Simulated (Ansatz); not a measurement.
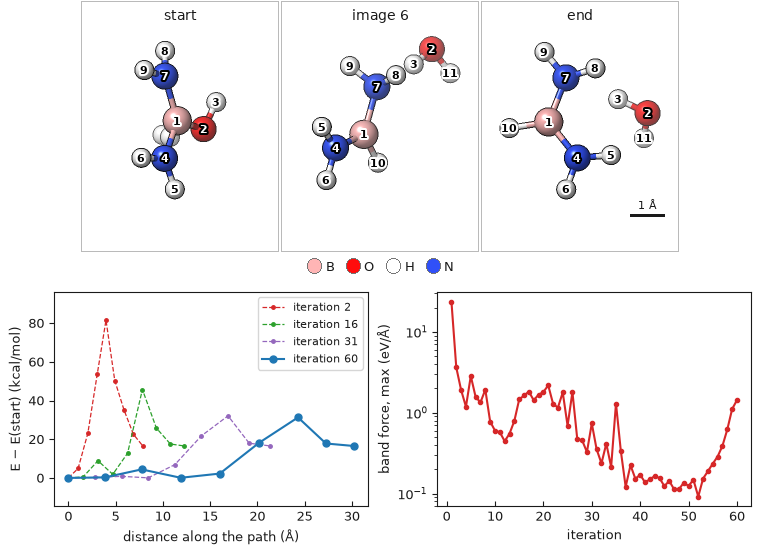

A nudged-elastic-band calculation for BN2H7O, made up of BN$_{2}$H$_{5}$O and H₂. Images are numbered from 0 (start) to 8 (end). The plot follows the band through its iterations. Style: ball-and-stick. Shown from a free direction.

Method: Ansatz 0.2.0, RKS B3LYP/6-31G*. Set-up: 7 movable images; climbing image; force threshold 0.03 eV/Å; iteration limit 60; starting path through a guess of the saddle point.

Q: Did the band converge, and can the barrier be trusted?

A: The result isn't final. The band hadn't converged when the run stopped after 60 iterations. The largest component of the band force went from 24 to 1.4 eV/Å. The barrier read from it is provisional, though the highest image hardly moved in the last two iterations. The first iteration put the highest image at 170.3 kcal/mol. The highest point, image 6, lies 31.3 kcal/mol above the start and 14.8 kcal/mol above the end; the end is at +16.5 kcal/mol relative to the start. The profile has 2 maxima (images 2, 6) with a dip at image 3 (+0.1 kcal/mol), which on an unconverged band is provisional.

Limits of the set-up: the start holds two separate molecules, 2.5 Å apart at their closest, whose relative position is a soft coordinate and is computed without a dispersion correction.

Cost: 17 min on 1 thread of Arm Neoverse V2 (shared host), peak memory 0.17 GiB.
